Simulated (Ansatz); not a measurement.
Input file:

```
crystal:
  lattice:
    - [3.6800519987, 0.0, 0.0]
    - [-1.8400259993, 3.1870185181, 0.0]
    - [0.0, 0.0, 9.2198425626]
  atoms:
    - { symbol: Sm, position: [0.6666666667, 0.3333333333, 0.1693907856] }
    - { symbol: Sm, position: [0.6666666667, 0.3333333333, 0.8306092144] }
    - { symbol: Sm, position: [0.0, 0.0, 0.5] }
    - { symbol: H, position: [0.0, 0.0, 0.0] }
    - { symbol: H, position: [0.3333333333, 0.6666666667, 0.5] }
basis:
  ecutwfc: 690
kpoints:
  mp_grid: { grid: [12, 12, 4] }
hamiltonian:
  xc: pbe
  pseudopotentials:
    kind: paw
    azcp: { Sm: "pseudopotentials/pbe/nc/lanthanide_3plus/Sm.nc.azcp" }
scf:
  occupations: { method: gaussian, width: 0.1 }
output:
  forces: true
  stress: true
  eigenvalues: true
  write_density: true
  write_potential: true
  elf: true
  volumetric_format: npy
relax:
  adjacent_minimum: "off"
  f_tol: 0.01
  max_steps: 80
  cell: { stress_tol: 0.05 }
```

Command:

```sh
ansatz run input.yaml --threads 1 --pin off --max-ram 2560MiB --backend cpu --events-out ev --progress --plain --runs-dir out
```

Below, planes, directions and counts refer to the conventional cell (a = 3.68 Å, b = 3.68 Å, c = 9.23 Å, α = 90.00°, β = 90.00°, γ = 120.00°).

The fields are those of the run's last geometry, not of the input's.

Space group P-6m2; a structure generated by program, which may or may not match a known phase; computed without spin polarisation; no Hubbard U on the f states and no spin–orbit coupling.

These are results of DFT PBE, scalar-relativistic, plane waves, PAW; 4f electrons in the core of a trivalent norm-conserving potential (Ansatz 0.2.0), not measurements.

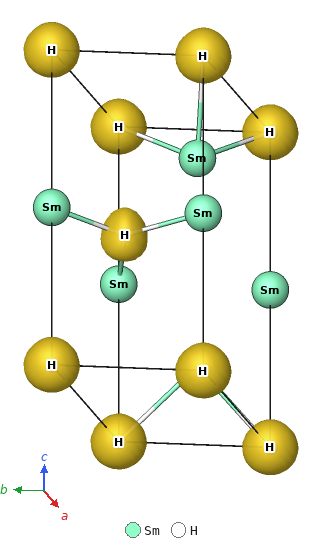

Sm₃H₂. Isosurface of the ELF at 0.9 (yellow), seen at an oblique angle. Core shells and regions of very low density are left out. Sticks mark near contacts.

Where are the electrons localised?

The surface consists of two regions around hydrogen nuclei, counted in one cell of 5 atoms. Regions shared between cells count once.

Values along the shortest contacts:
Sm–H (2.13 Å): the ELF climbs to about 1 towards the hydrogen.
